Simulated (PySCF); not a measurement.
# C6H9ClSi: what the fields show

The calculation's input:

```
{"job": {"kind": "nmr", "xc": "PBE0", "basis": "pcSseg-1"}, "charge": 0, "multiplicity": 1}
C      3.391767     0.608071    -0.359989
C      2.166707    -0.075172    -0.018317
C      1.144367    -0.649375     0.262876
Si    -0.440129    -1.469678     0.728679
Cl    -0.353866    -1.987198     2.692853
C     -1.872172    -0.266233     0.493371
C     -1.631232     1.127201    -0.023641
C     -2.299242     0.121694    -0.896376
H      4.208277     0.234611     0.257356
H      3.280323     1.678956    -0.189452
H      3.633436     0.438902    -1.409180
H     -0.617522    -2.691938    -0.059414
H     -2.680617    -0.353302     1.211693
H     -0.616639     1.411014    -0.259939
H     -2.223507     1.932523     0.384919
H     -1.741552    -0.277723    -1.730297
H     -3.355399     0.229677    -1.095052
```

Command:

```sh
OMP_NUM_THREADS=1 python probes_run.py task.json out
```

Geometry: GFN2-xTB.

Computed with PySCF 2.14.0, PBE0/pcSseg-1, SCF density, gas phase, non-relativistic.

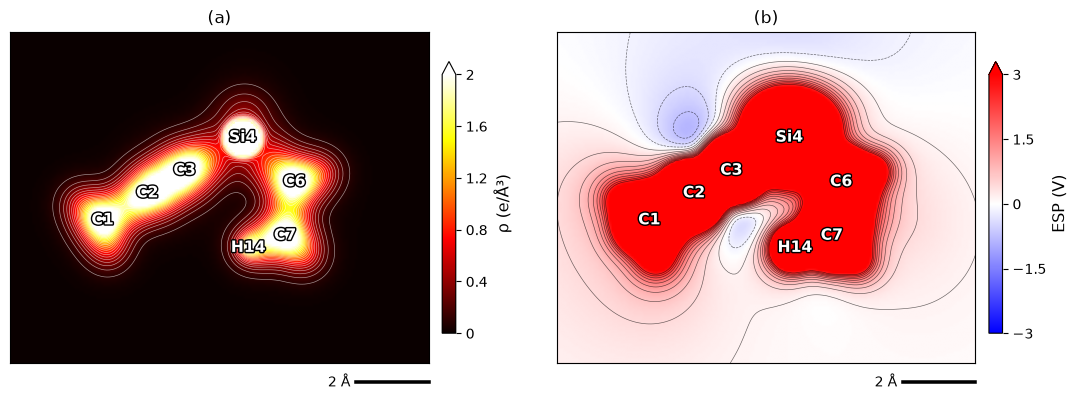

Figure 1. (a) electron density; (b) molecular electrostatic potential on the plane of atoms C3, Si4 and C6.

Read the bonding off the picture.

Answer. The plane passes through C, Si and H nuclei. C–C (1.21 Å): ρ at the midpoint is about 2.7 e/Å³. C–Si (1.84 Å): the density is about 0.94 e/Å³ at the midpoint. C–H (1.08 Å): ρ at the midpoint is about 2 e/Å³. C–Si (1.89 Å): ρ at the midpoint is about 0.95 e/Å³. Outside the dense part of the molecule the potential is most negative (−0.9 V) near C3.

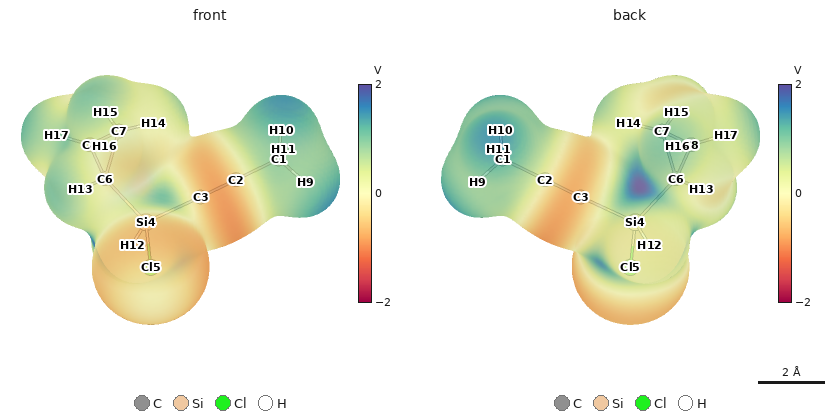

Figure 2. The electrostatic potential painted on the density surface at 0.004 e/bohr³, seen from the front and from behind; red is negative and blue positive.

Where is the surface potential most negative and most positive?

Answer. The most negative region (about −0.9 V) lies over C2 and C3, the most positive (about +1.7 V) over Si4.
